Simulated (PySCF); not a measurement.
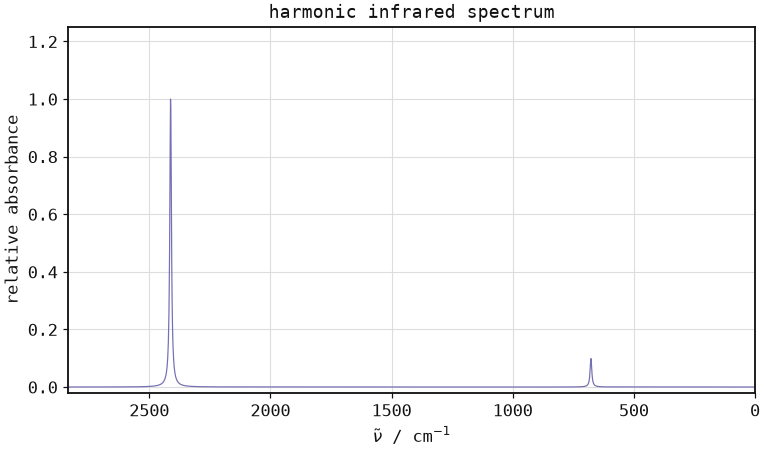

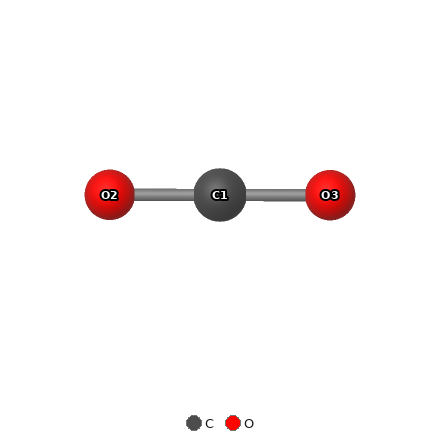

Infrared spectrum of CO₂, singlet (point group D∞h). Unscaled harmonic wavenumbers and double-harmonic intensities, B3LYP/def2-TZVP, PySCF 2.14.0, isolated molecule. The structure is the lowest point that the starts tried gave, with the shape that electron-pair counting expects. Degenerate modes count as one line, with their intensities summed. Lorentzian lines of 8 cm⁻¹ full width. Close modes add up in the curve.

### Which modes are missing from the spectrum (below 0.05 km/mol)?

1372.7 cm⁻¹ (σg+).

### List the modes.

| cm⁻¹ | km/mol | symmetry |
| --- | --- | --- |
| 677.0 | 64.4 | πu (×2) |
| 1372.7 | 0.0 | σg+ |
| 2412.0 | 649.8 | σu+ |
